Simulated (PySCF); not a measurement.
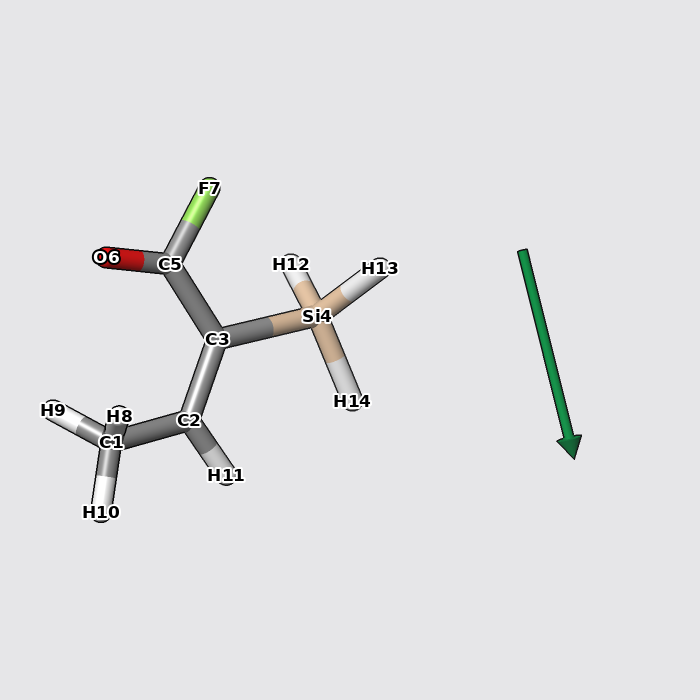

The arrow beside the molecule shows the direction of the dipole moment, from the negative to the positive end (its length means nothing). Computed geometry: GFN2-xTB optimisation. No frequency run is at hand to confirm it as a minimum. Method: PBE0/def2-SVPD, gas phase (PySCF 2.14.0).

Question: How large is the dipole moment?

Answer: 3.40 D; it points from the side of F7 to the side of H10, H11 (the outermost atoms at the two ends).

The geometry is semi-empirical. Around Si such bond lengths and angles can be off by a tenth of an ångström or more and by several degrees, and values that hang on the shape move with them.
